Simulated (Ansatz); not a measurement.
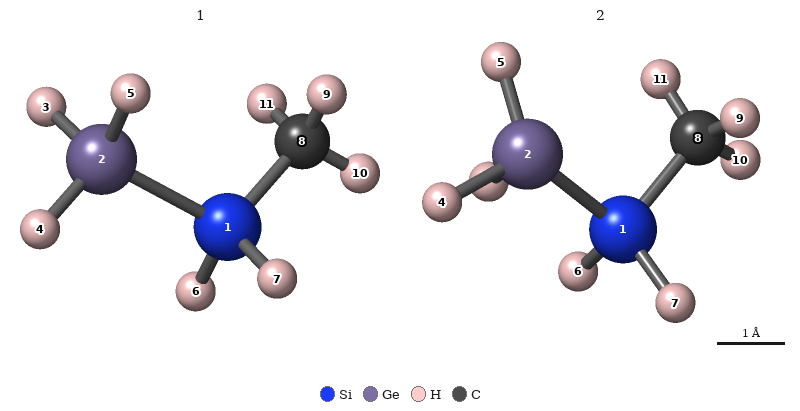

Two geometries of CH8GeSi (started from a transition state, displaced along its imaginary mode), drawn at one scale. One is the start of a relaxation, the other its converged end. Style: ball-and-stick. Shown at a tilt.

The calculation used RKS PBE0-D4/def2-TZVP (Ansatz). (force threshold 0.005 eV/Å; at most 200 steps)

Which of the two is the end point?

Answer. Structure 1 is the relaxed one. The energy falls by 152.3 kJ/mol in 19 accepted moves (21 points after the start). The largest force component goes from 3 to 0.0023 eV/Å. The line search rejected the trial steps at points 7, 13 of the run. H3 moves most after the best rigid fit: 1.30 Å. Largest moves by element: H 1.30 Å, Ge 0.52 Å, C 0.21 Å, Si 0.08 Å. Some distances before and after: Ge2–H4 1.666 → 1.539 Å, Ge2–H3 1.647 → 1.540 Å, Si1–Ge2 2.284 → 2.380 Å, Ge2–H5 1.472 → 1.540 Å. Bond angles that change, for instance: Si1–Ge2–H3 63.7° → 110.9°, H3–Ge2–H5 87.2° → 107.6°, H3–Ge2–H4 92.5° → 107.9°. Cost: 50 s on 4 threads of Arm Neoverse V2, on a shared host.
